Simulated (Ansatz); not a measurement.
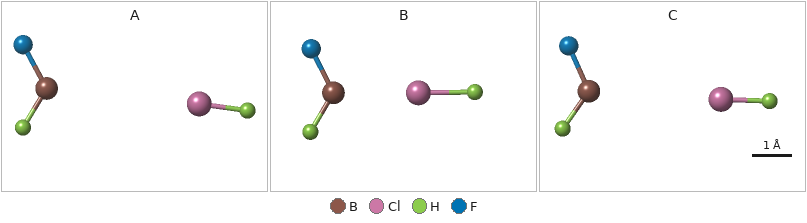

3 geometries from a converged minimum-energy path of BH2ClF (multiplicity 2), made up at the start of BHClF and H, shuffled. The picture is a ball-and-stick view, seen face on.

Computed with UHF/6-31G* in Ansatz. Run with 5 movable images; climbing image; force threshold 0.03 eV/Å; iteration limit 60; starting path through a guess of the saddle point.

Question: Which frame is the top of the path?

Answer: B. In order along the path, whose images run from 0 to 6: B (image 3, +50.5 kcal/mol), C (image 5, +26.2 kcal/mol), A (image 6, +25.6 kcal/mol). Breaking: B–Cl (1.76 → 3.99 Å). Forming: Cl–H (4.14 → 1.27 Å).

Limits of the set-up: the start holds two separate molecules, 4.1 Å apart at their closest, whose relative position is a soft coordinate and is computed without a dispersion correction; Hartree-Fock leaves out electron correlation.
